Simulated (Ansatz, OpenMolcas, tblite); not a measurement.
**TiNH2Cl3 (SMILES [NH2][Ti]([Cl])([Cl])[Cl]): methods side by side**

TiNH2Cl3: 7 atoms, total charge 0, spin state singlet. SMILES: `[NH2][Ti]([Cl])([Cl])[Cl]`. Geometry: relaxed at PBE0-D4/def2-TZVP.

```xyz
7

N    -0.6764    0.4796    0.8131
Ti    0.4160   -0.2733   -0.4591
Cl    1.9225   -1.4421    0.5997
Cl   -0.7714   -1.5947   -1.7428
Cl    1.2323    1.3587   -1.6545
H    -1.2002    1.3347    0.6792
H    -0.8617    0.0689    1.7189
```

Quantity: the vertical energy of the triplet above the singlet, in eV. The values are calculated.

```csv
level,kind,program,value (eV),less CCSD(T)/def2-SVP,CPU time (all runs)
GFN1-xTB,semi-empirical,tblite,2.39,-1.01,under 2 s
IPEA1-xTB,semi-empirical,tblite,4.67,+1.27,under 2 s
HF/def2-SVP,Hartree–Fock,Ansatz,0.85,-2.55,59 s
SVWN5/def2-SVP,LDA,Ansatz,3.53,+0.13,34 s
revPBE/def2-SVP,GGA,OpenMolcas,3.32,-0.08,2.4 min
TPSS/def2-SVP,meta-GGA,OpenMolcas,3.23,-0.17,3.9 min
M06-2X/def2-SVP,hybrid meta-GGA,OpenMolcas,2.86,-0.54,6.2 min
MP2/def2-SVP,perturbation theory,Ansatz,3.97,+0.57,64 s
CCSD(T)/def2-SVP,coupled cluster or CI,Ansatz,3.40,0.00,9.2 min
```

CCSD(T)/def2-SVP is the highest level here, not the true value. The values span 0.85 to 4.67 eV. Times are those of the runs behind each value, whatever else they computed, on shared processors of several kinds: orders of magnitude only.

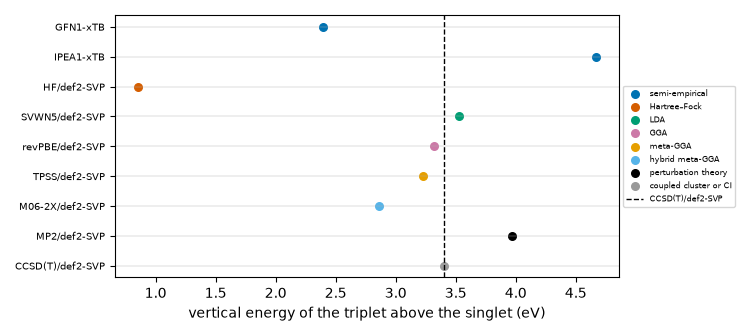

The values of the table, level by level.
